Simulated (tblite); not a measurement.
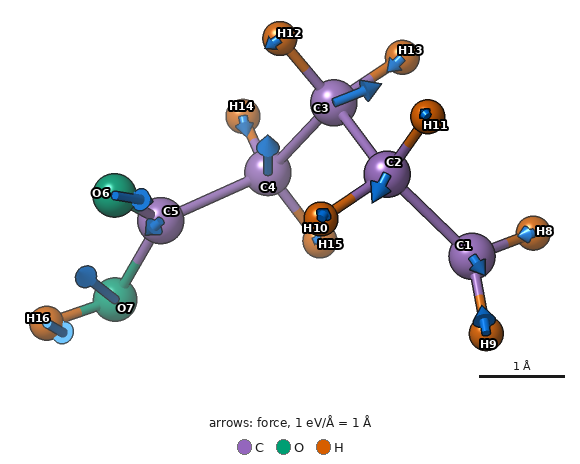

Starting geometry of C₅H₉O₂ (multiplicity 2) with the computed forces as blue arrows. The picture is a ball-and-stick view, seen at a tilt.

Method: GFN2-xTB geometry optimisation, gas phase in tblite. 

What follows when this structure is relaxed?

It isn't relaxed: the largest force vector, on O7, is 1.23 eV/Å. The final displacements have little in common with the starting forces (cosine between the two patterns 0.29). Over 61 geometry steps the energy falls by 0.080 eV. The largest move after the best rigid fit is that of H8, 0.15 Å. By element the largest moves are H 0.15 Å, O 0.08 Å, C 0.05 Å. Some distances before and after: C5–O7 1.359 → 1.342 Å, O7–H16 0.985 → 0.970 Å, C1–H9 1.085 → 1.072 Å, C5–O6 1.208 → 1.201 Å. Bond angles that change, for instance: C5–O7–H16 102.9° → 110.4°, C2–C3–C4 113.8° → 111.2°, C3–C4–H14 108.5° → 110.8°.
